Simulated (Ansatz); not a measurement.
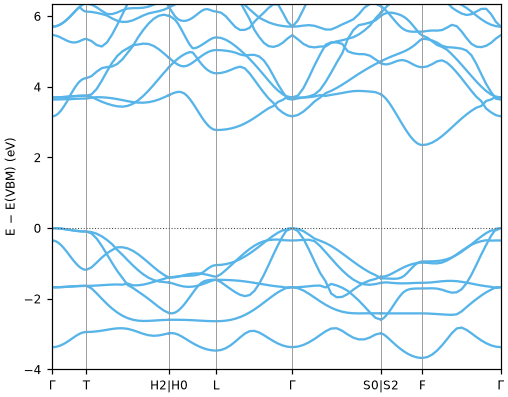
Band structure from plane-wave PAW r²SCAN (Ansatz code)

Read off the gap and where the band edges lie.

About 2.4 eV (2.35 eV by a search for the band edges); maximum at Γ, minimum at F.

Which compound is it?
A) Al4C3, R-3m (Al on 6c, Al on 6c, C on 6c, C on 3a)
B) RbLuSe2, R-3m (Se on 6c, Lu on 3b, Rb on 3a)
C) KTlO2, R-3m (K on 3b, Tl on 3a, O on 6c)
D) B6As, R-3m (B on 18h, B on 18h, As on 6c)

B, RbLuSe2, R-3m (Se on 6c, Lu on 3b, Rb on 3a)

The workflow started from an entry of the Crystallography Open Database (COD, 153 K). Its standing as an ambient phase is unchecked. The cell was relaxed with r²SCAN under the symmetry of its start; whether a distortion lowers the energy is not shown. Spin–orbit coupling is left out wherever it is not named.

Potentials: the later of the program's two PAW sets.
